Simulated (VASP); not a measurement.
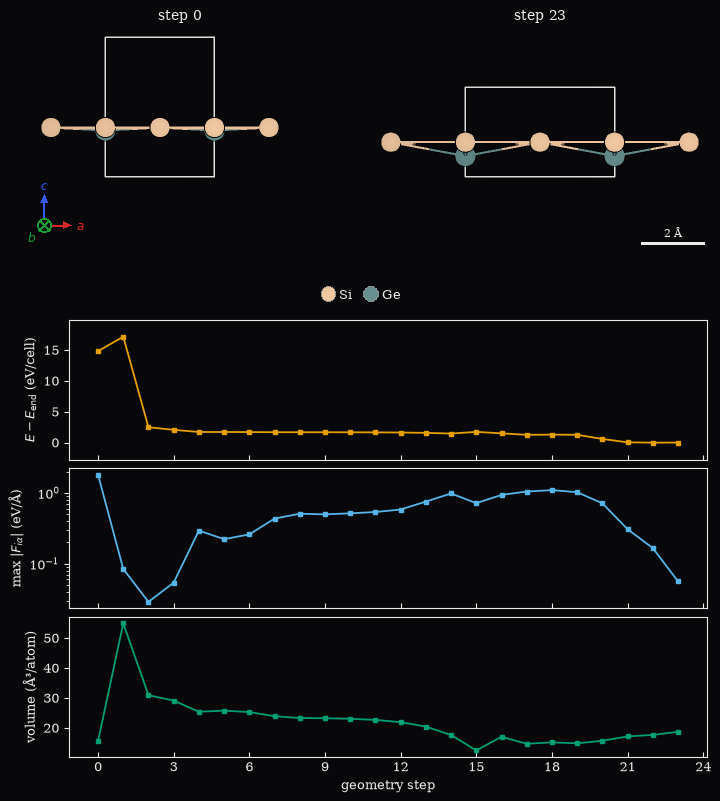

First and last geometry of a relaxation of a crystal of Si3Ge (a generated structure, set up in P6mm), with the history of the run. The picture is a ball-and-stick view of the cell of the calculation, seen along the b axis.

The run lets cell and atoms move.

These are results of Kohn-Sham DFT of a periodic cell, PBE, VASP PAW PBE potentials, recommended (VASP), not measurements.

Input
```
SYSTEM = Si3Ge
PREC = Normal
ENCUT = 520
EDIFF = 1E-4
ISMEAR = 0
SIGMA = 0.15
LREAL = .FALSE.
LASPH = .TRUE.
NELM = 60
ALGO = Fast
ISIF = 3
LWAVE = .FALSE.
LCHARG = .FALSE.
GGA = PE
IBRION = 2
NSW = 24
EDIFFG = -0.08
```

Run as
```bash
cat potpaw_PBE.64/Si/POTCAR potpaw_PBE.64/Ge_d/POTCAR > POTCAR
mpirun -np 1 vasp_std > vasp.out
```

Did the run converge, and what did it change?

The relaxation stopped without meeting its thresholds, so the last structure isn't shown to be converged. After 23 geometry steps the energy has fallen by 14.804 eV per cell of the calculation. The largest force component goes from 1.8 to 0.056 eV/Å. The pressure goes from 123.90 to −8.21 GPa. The Ge atom moves most relative to the cell: 0.29 Å along −c. By element the largest moves are Ge 0.29 Å, Si 0.10 Å. The volume changes by +19.8 %, with a = b 4.023 → 5.504 Å (+36.8 %), c 4.453 → 2.850 Å (−36.0 %). Among the contacts that change: Si–Si 4.453 → 2.850 Å, Ge–Ge 4.453 → 2.850 Å, Ge–Si 2.014 → 2.787 Å, Si–Si 2.012 → 2.752 Å. Among the angles between lasting bonds that change: Si–Ge–Si 174.6° → 161.7°, Ge–Si–Ge 174.6° → 161.7°, Si–Ge–Si 119.8° → 117.5°. The space group stays P6mm (No. 183). At step 1 the optimiser overshot: the energy rose above the start, and later steps came back. The volume changes by over a tenth within one run on a fixed set of plane waves, so the end point should be relaxed again from the new cell.

```tsv
step	E − E(0), meV/atom	largest force component, eV/Å	pressure, GPa	volume, Å³/atom
0	0.00	1.8136	123.90	15.604
1	586.04	0.0846	-32.48	54.907
2	-3080.46	0.0290	-7.35	30.905
3	-3185.73	0.0542	-5.83	29.118
4	-3272.40	0.2950	0.24	25.397
5	-3272.89	0.2227	-0.91	25.755
6	-3275.98	0.2604	-1.06	25.284
7	-3281.97	0.4353	0.84	23.902
8	-3282.28	0.5098	1.93	23.289
9	-3282.88	0.4997	2.25	23.226
10	-3284.67	0.5161	2.65	23.037
11	-3288.20	0.5391	2.09	22.660
12	-3294.65	0.5844	3.34	21.913
13	-3308.57	0.7570	4.73	20.450
14	-3336.09	0.9846	10.38	17.637
15	-3268.73	0.7192	44.58	12.461
16	-3328.04	0.9396	12.23	17.044
17	-3387.46	1.0498	21.21	14.694
18	-3379.98	1.0988	18.23	15.178
19	-3385.85	1.0263	18.56	14.852
20	-3555.31	0.7152	9.53	15.709
21	-3692.04	0.3076	-1.78	17.154
22	-3704.86	0.1669	-2.99	17.663
23	-3701.06	0.0564	-8.21	18.691
```
